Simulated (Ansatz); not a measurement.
**SiSe (SMILES [Si][Se]): levels of theory compared**

We compute a comparison of 6 runs (UHF/STO-3G, BLYP/STO-3G, HSE06/STO-3G, r2SCAN/STO-3G, wB97X/STO-3G, UCCSD(T)/STO-3G) of SiSe. 

The results are computed with Ansatz 0.2.0.

48 further runs of the same task are left out: 13 that didn't finish, 35 set aside as unsound or not needed.

### 1 The molecule

SiSe: 2 atoms, total charge 0, spin state singlet. SMILES: `[Si][Se]`. The Se2–Si1 distance was set to 2.656 Å, away from the relaxed value.

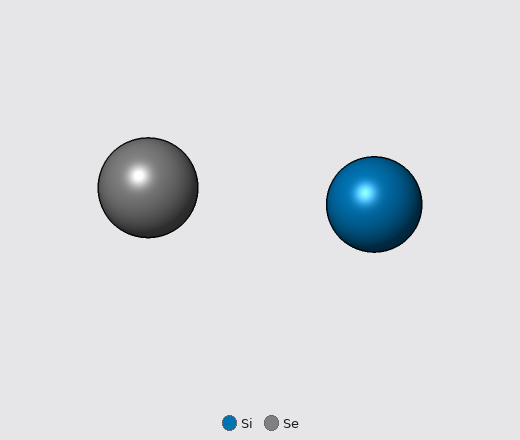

The structure, seen from a chosen angle (silicon blue, selenium grey).

### 2 The energy at UHF/STO-3G (run 1)

in.yaml reads:

```yaml
crystal:
  periodic: [false, false, false]
  atoms:
    - symbol: Si
      position_ang: [0.000000, 0.000000, -0.531170]
    - symbol: Se
      position_ang: [0.000000, 0.000000, 2.124530]
basis:
  gaussian: {orbitals: STO-3G}
magnetization: {spin_polarized: true}
hamiltonian: {xc: hf}
accuracy: high
```

On the command line:

```
$ ansatz run in.yaml --threads 1 --pin off --max-ram 2610MiB --events-out events.jsonl --progress --plain --runs-dir runs
```

The log of the run:

```text
Warning: RAYON_NUM_THREADS=1 ignored (pool sized by the plan → 1); use --threads N
Functional definition: HF
  name "HF"
  exchange = exact_x
  correlation = 0
354 factors; integrals over basis functions are off by at most 1.1e-8 eV
mean field evaluation 1: about -72346.1922 eV, gradient 1.9e1 eV
mean field evaluation 2: about -72346.2228 eV, gradient 1.9e1 eV
mean field evaluation 4: about -72354.6525 eV, gradient 5.7e0 eV
mean field evaluation 8: about -72355.1784 eV, gradient 4.2e-2 eV
mean field evaluation 16: about -72355.1668 eV, gradient 5.0e-4 eV
mean field evaluation 32: about -72356.3908 eV, gradient 1.8e0 eV
mean field evaluation 64: about -72355.1489 eV, gradient 7.3e-2 eV
mean field evaluation 96: about -72353.7367 eV, gradient 8.0e0 eV
mean field evaluation 128: about -72356.8040 eV, gradient 1.1e0 eV
mean field evaluation 160: about -72355.2464 eV, gradient 2.6e0 eV
mean field evaluation 192: about -72275.2281 eV, gradient 7.0e1 eV
mean field evaluation 224: about -72344.7623 eV, gradient 9.6e0 eV
mean field -72356.95167741 eV, -2659.0689288415 hartree, gradient 9.8e-9 eV, S^2 1.035957; 11 other end points of the search recorded, 0 dependent functions left out
reference -72356.95167741 eV, -2659.0689288415 hartree; 24, 24 occupied and 3, 3 virtual orbitals, 354 factors
Total energy: -72356.95167741 eV, -2659.0689288415 hartree
```

It took 1.1 s on 1 thread of Arm Neoverse V1, shared host.

### 3 The energy at BLYP/STO-3G (run 2)

molecule.yaml reads:

```yaml
crystal:
  periodic: [false, false, false]
  atoms:
    - {symbol: Si, position_ang: [0.000000, 0.000000, -0.531170]}
    - {symbol: Se, position_ang: [0.000000, 0.000000, 2.124530]}
basis:
  gaussian:
    orbitals: STO-3G
hamiltonian:
  xc: {name: BLYP}
accuracy: high
```

On the command line:

```
$ ansatz run molecule.yaml --threads 1 --pin off --max-ram 2610MiB --events-out events.jsonl --progress --plain --runs-dir runs
```

The log of the run:

```text
Warning: RAYON_NUM_THREADS=1 ignored (pool sized by the plan → 1); use --threads N
Functional definition: BLYP
  name "BLYP"
  parameter beta = 0.0042
  parameter a = 0.04918
  parameter b = 0.132
  parameter c = 0.2533
  parameter d = 0.349
  exchange = b88_x(beta = beta)
  correlation = lyp_c(a = a, b = b, c = c, d = d)
354 factors; integrals over basis functions are off by at most 1.1e-8 eV
mean field evaluation 1: about -72391.8216 eV, gradient 3.2e1 eV
mean field evaluation 2: about -72279.2417 eV, gradient 6.3e1 eV
mean field evaluation 4: about -72385.3969 eV, gradient 3.3e1 eV
mean field evaluation 8: about -72402.9837 eV, gradient 4.1e-2 eV
mean field evaluation 16: about -72402.9555 eV, gradient 2.8e-9 eV
mean field -72402.95546195 eV, -2660.7595367408 hartree, gradient 2.8e-9 eV, S^2 0.000000; 0 other end points of the search recorded, 0 dependent functions left out
reference -72402.95549622 eV, -2660.7595380000 hartree; 24, 24 occupied and 3, 3 virtual orbitals, 354 factors
Total energy: -72402.95549622 eV, -2660.7595380000 hartree
```

Run time: 1.1 s. Hardware: 1 thread of Arm Neoverse V1, shared host; peak memory 0.089 GiB.

Runs 3 to 5 aren't shown in full; the table further down has their settings and results.

### 4 A single-point energy at UCCSD(T)/STO-3G (run 6)

job.yaml reads:

```yaml
crystal:
  periodic: [false, false, false]
  atoms:
    - {symbol: Si, position_ang: [0.000000, 0.000000, -0.531170]}
    - {symbol: Se, position_ang: [0.000000, 0.000000, 2.124530]}
basis:
  gaussian: {orbitals: STO-3G}
magnetization: {spin_polarized: true, initial_magnetization: 0}
correlation: {method: ccsd_t, frozen_orbitals: {Se: 9, Si: 5}}
accuracy: high
scf: {omitted_lower_state_checks: [cluster_reference, increment]}
```

On the command line:

```
$ ansatz run job.yaml --threads 1 --pin off --max-ram 2610MiB --events-out events.jsonl --progress --plain --runs-dir runs
```

The log of the run:

```text
Warning: RAYON_NUM_THREADS=1 ignored (pool sized by the plan → 1); use --threads N
[... 20 lines left out ...]
14 core orbitals not correlated: weight in the atoms' cores, before any rotation towards them, 1.000 or more for the frozen orbitals, at most 0.000 for the correlated occupied ones
[... 56 lines left out ...]
WARN: these amplitudes may be one of several solutions (largest doubles amplitude 0.51, level shift 0.00 eV)
Total energy: -72358.79243732 eV, -2659.1365755206 hartree
Checks for a lower state left out: cluster_reference, increment
```

It took 2.2 s on 1 thread of Arm Neoverse V1, shared host.

### 5 Overview of the runs

```
run            level  frozen core orbitals   energy (Eh)  wall time
  1       UHF/STO-3G                     –  -2659.068929      1.1 s
  2      BLYP/STO-3G                     –  -2660.759538      1.1 s
  3     HSE06/STO-3G                     –  -2660.544215      1.3 s
  4    r2SCAN/STO-3G                     –  -2660.954728      2.8 s
  5     wB97X/STO-3G                     –  -2660.901044      4.8 s
  6  UCCSD(T)/STO-3G                    14  -2659.136576      2.2 s
```

### 6 Results

| quantity | value |
| --- | --- |
| run 6: total energy | -2659.13658 Eh |
| run 6: correlation energy (14 core orbitals frozen) | -67.6 mEh |
| run 6: (T) correction | -5.28 mEh |
| run 6: ⟨S²⟩ of the reference determinant | 1.036 |
| run 6: T1 diagnostic | 0.113 |

**Reading.** Totals of different functionals can't be ranked against each other. In runs 1, 2, 3, 4, 5, 6 the basis is minimal, so the values are rough. Spin contamination of the reference: run 1 ⟨S²⟩ = 1.04, run 6 ⟨S²⟩ = 1.04. Where it is this large, the reference is a mixture of spin states, and values that rest on it are in doubt. All runs together took 13 s, the longest 4.8 s.
